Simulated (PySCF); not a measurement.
```json
{"atom": "C", "x (Å)": "-1.3636", "y (Å)": "0.1123", "z (Å)": "0.6505"}
{"atom": "C", "x (Å)": "-0.1845", "y (Å)": "-0.3746", "z (Å)": "-0.0212"}
{"atom": "C", "x (Å)": "0.9362", "y (Å)": "0.4250", "z (Å)": "-0.3282"}
{"atom": "C", "x (Å)": "2.0392", "y (Å)": "-0.1093", "z (Å)": "-0.9808"}
{"atom": "N", "x (Å)": "2.9712", "y (Å)": "-0.5580", "z (Å)": "-1.5392"}
{"atom": "H", "x (Å)": "-2.2592", "y (Å)": "-0.1580", "z (Å)": "0.0483"}
{"atom": "H", "x (Å)": "-1.3572", "y (Å)": "1.1792", "z (Å)": "0.9018"}
{"atom": "H", "x (Å)": "-1.5279", "y (Å)": "-0.5093", "z (Å)": "1.5608"}
{"atom": "H", "x (Å)": "-0.1450", "y (Å)": "-1.4336", "z (Å)": "-0.3134"}
{"atom": "H", "x (Å)": "0.9617", "y (Å)": "1.4902", "z (Å)": "-0.0614"}
```

Geometry: PBE0-D3(BJ)/def2-SVP.

The calculation used PySCF, DFT single point, gas phase, functional wB97X.

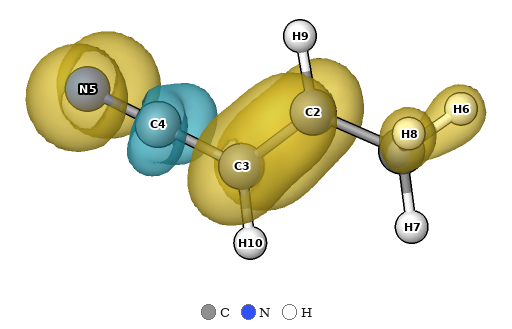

C₄H₅N (SMILES C[CH][CH+]C#N) (charge +1, doublet). Isosurfaces of the spin density at +0.03 (yellow) and −0.03 e/Å³ (cyan), seen at a tilt.

> Which atoms carry the spin?

The unpaired spin (1 electron) lies mostly on N5 (about 0.4), C3 (about 0.3) and C2 (about 0.2), in electrons by Hirshfeld's partition.
